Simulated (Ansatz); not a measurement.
NbSi (space group P6_3/mmc, No. 194): the end point of a relaxation with DFT, PBE, PAW with Ansatz's default frozen-core files, scalar-relativistic in Ansatz; the starting structure was generated, so it need not be a known form of this composition.

```yaml
crystal:
  lattice:
    - [4.40767, 0.00000, 0.00000]
    - [-2.20383, 3.81715, 0.00000]
    - [0.00000, 0.00000, 4.99881]
  atoms:
    - { symbol: Nb, position: [0.33333, 0.66667, 0.75000] }
    - { symbol: Nb, position: [0.66667, 0.33333, 0.25000] }
    - { symbol: Si, position: [0.33333, 0.66667, 0.25000] }
    - { symbol: Si, position: [0.66667, 0.33333, 0.75000] }
```

Describe how the polyhedra about Nb are linked (bonds: Nb–Si below 2.9 Å).

Nb: NbSi5 trigonal bipyramid, sharing corners with eight neighbours and edges with six neighbours.

They form a three-dimensional framework of corner- and edge-sharing trigonal bipyramids.

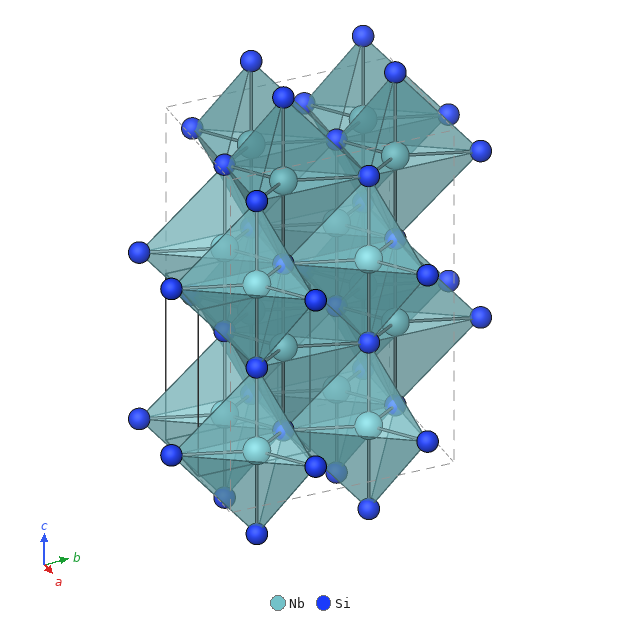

Polyhedra are drawn about Nb (bonds: Nb–Si below 2.9 Å); other atoms are plain spheres.
